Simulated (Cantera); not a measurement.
Charge: 1 mol Fe2O3, 7.7 mol CO, 6.7 mol H2, 3.7 mol CH4, equilibrated at 0.0133 bar.

Equilibrium computed with Cantera from the NASA thermochemical tables; the gas is ideal and each condensed phase is pure. Candidate condensed phases: C, C6H6, C7H8, C8H18, Fe, Fe(CO)5, FeO, Fe(OH)2, Fe(OH)3, Fe2O3, Fe3O4, H2O; 114 gas species. Iron dissolves carbon and melts from about 1420 K in contact with it, which pure phases cannot show. Condensed phases not in the tables: cementite and carbon dissolved in iron. Rates play no part.

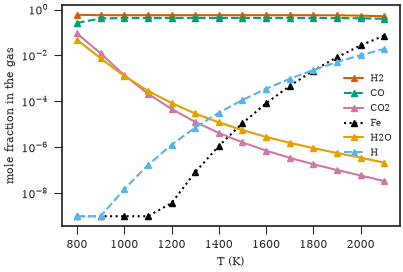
*Equilibrium gas composition (values under 1e-9 drawn at 1e-9)*

Question: Read off the mole fractions at 1900 K.

Answer: H2 about 0.56, CO about 0.43, Fe about 0.0084, H about 0.0051, H2O about 5.7e-7, CO2 about 1.0e-7.
